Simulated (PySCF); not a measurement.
SMILES c1c(S)cccc1C#N at its GFN2-xTB optimised geometry (Å):

```
14

N      2.3924     2.7806     0.0004
C      1.8277     1.7834     0.0003
C      1.1271     0.5541     0.0002
C      1.8299    -0.6504     0.0001
C      1.1279    -1.8424     0.0000
C     -0.2547    -1.8424     0.0000
C     -0.9540    -0.6381     0.0000
S     -2.7185    -0.6976    -0.0001
C     -0.2666     0.5652     0.0002
H      2.9091    -0.6410     0.0000
H      1.6614    -2.7806    -0.0001
H     -0.8042    -2.7712     0.0000
H     -2.9091     0.6208    -0.0004
H     -0.7935     1.5089     0.0004
```

Method: CAM-B3LYP/def2-TZVP (PySCF). Cells within 0.4 Å of a nucleus heavier than hydrogen are left out (blank, or x).

Map of the Laplacian of the electron density (e/bohr⁵), clipped to [-1.50, 1.50] on the plane z = 0.0 Å:

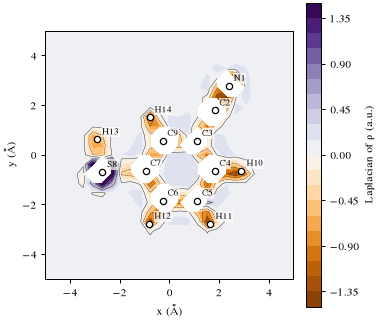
Figure. Laplacian of the electron density (e/bohr⁵), clipped to [-1.50, 1.50] on the plane z = 0.0 Å.
